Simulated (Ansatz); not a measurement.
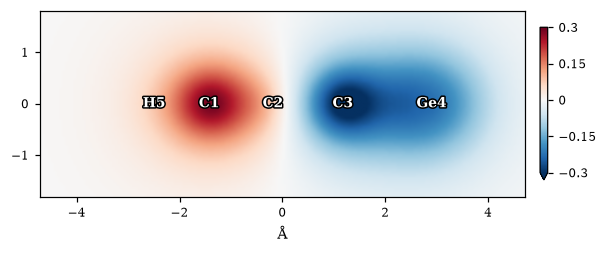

Figure. C₃HGe (SMILES C#C[C]#[Ge-]) (charge −1). The HOMO on a plane 0.8 Å above a plane that holds the molecular axis (values in Å⁻³ᐟ²; the overall sign is arbitrary).

Geometry: PBE0-D3(BJ)/def2-SVPD.

Method: Ansatz, isolated molecule in a Gaussian basis; Kohn-Sham density functional theory, functional PBE0.

Input file:

```
crystal:
  periodic: [false, false, false]
  atoms:
    - symbol: C
      position_ang: [0.000000, 0.000000, -1.419079]
    - symbol: C
      position_ang: [0.000000, 0.000000, -0.179456]
    - symbol: C
      position_ang: [0.000000, 0.000000, 1.179017]
    - symbol: Ge
      position_ang: [0.000000, 0.000000, 2.908818]
    - symbol: H
      position_ang: [0.000000, 0.000000, -2.489301]
basis:
  gaussian:
    orbitals: def2-TZVPD
total_charge: -1
hamiltonian:
  xc: {name: PBE0}
output:
  forces: true
  orbitals: {seedname: orbitals}
```

Launched as:

```sh
ansatz run input.yaml --threads 2 --pin off --max-ram 4350MiB --events-out events.jsonl --progress --plain --runs-dir runs
```

Where does this orbital lie, and at what energy?

Answer. Its weight (Hirshfeld) is mainly on Ge4 (about 35 %), C3 (about 30 %), C1 (about 20 %) and C2 (about 10 %); π-bonding across Ge4–C3. It is one of a degenerate set, so its orientation is arbitrary. Its energy is −0.61 eV.
